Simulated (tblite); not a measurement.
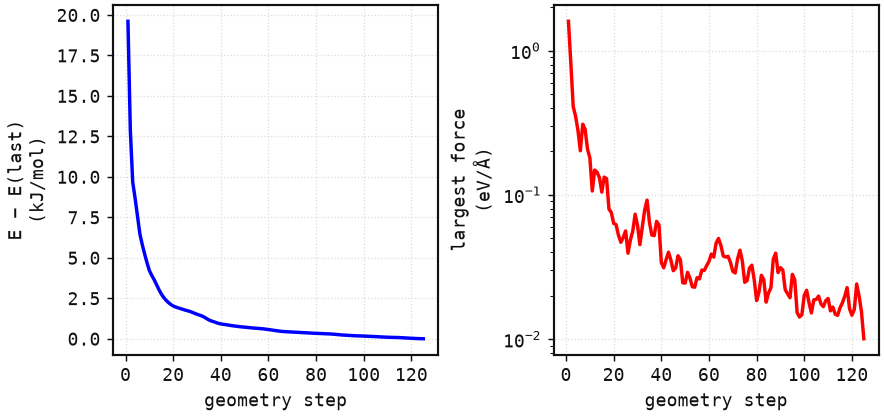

History of a geometry optimisation.

C8H15P (SMILES C=CCP(/C=C\C)CC); tblite, GFN2-xTB geometry optimisation, gas phase.

How did it end, and what did it gain?

The optimisation met its thresholds at geometry 125, counting the start as the first. The energy fell by about 20 kJ/mol from the first step to the last. The largest force goes from about 1.6 eV/Å at the start to 0.01 eV/Å at the end.
